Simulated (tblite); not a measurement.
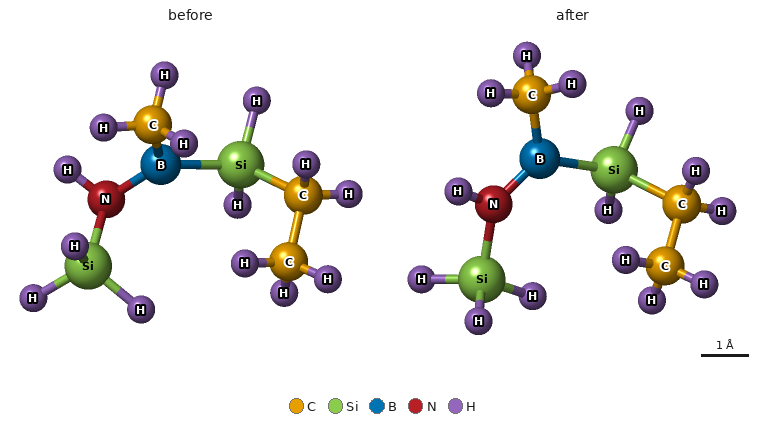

The structure of C3H14BNSi2 before (left) and after (right) a relaxation, at one scale.

The picture is a ball-and-stick view, seen face on.

These are results of tblite, GFN2-xTB geometry optimisation, gas phase, not measurements. 

Q: Describe what moved and what it gained.

A: The atom that moves furthest after the best rigid fit is an H atom (1.83 Å). By element the largest moves are H 1.83 Å, N 1.16 Å, C 0.68 Å, Si 0.61 Å, B 0.39 Å. Among the contacts that change: B–N 1.516 → 1.402 Å, N–Si 1.795 → 1.744 Å, C–Si 1.876 → 1.919 Å, B–Si 1.926 → 1.967 Å. Among the angles between lasting bonds that change: B–N–Si 109.1° → 135.0°, B–Si–H 109.5° → 117.9°, B–N–H 107.8° → 114.2°. Groups turn about B–Si by about 35°. Over 168 geometry steps the energy falls by 25.7 kcal/mol. Cost: 2.2 s on 1 thread of Intel(R) Xeon(R) Platinum 8488C (shared host).
